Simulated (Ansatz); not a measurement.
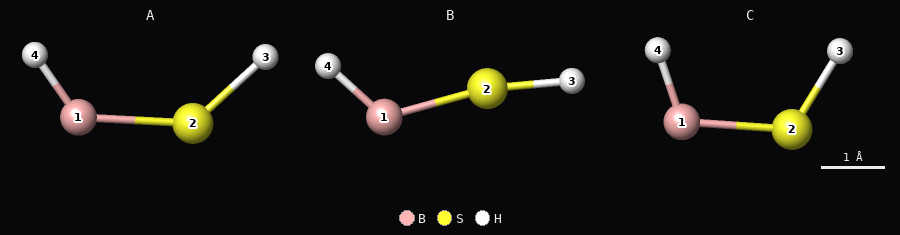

3 geometries from one relaxation of BH2S (charge −1), in shuffled order. Style: ball-and-stick. Shown face on.

It is one of the separated reactants of a reaction.

These are results of RKS PBE-D4/def2-SVPD (Ansatz), not measurements. Settings: force threshold 0.03 eV/Å; at most 250 steps.

**Put them in the order of the run, from the start to the converged end.**

B, A, C. They are steps 0, 3, 7, at +226.1 kJ/mol, +27.8 kJ/mol relative to the last. The atom that moves furthest after the best rigid fit is H3 (0.71 Å). Largest moves by element: H 0.71 Å, S 0.66 Å, B 0.13 Å. Some distances before and after: S2–H3 1.360 → 1.478 Å, B1–S2 1.741 → 1.787 Å, B1–H4 1.222 → 1.236 Å. Bond angles that change, for instance: B1–S2–H3 166.2° → 116.4°, S2–B1–H4 122.7° → 113.6°. After 7 geometry steps the energy has fallen by 226.1 kJ/mol. Largest force component: 3.4 eV/Å at the start, 0.012 eV/Å at the end.
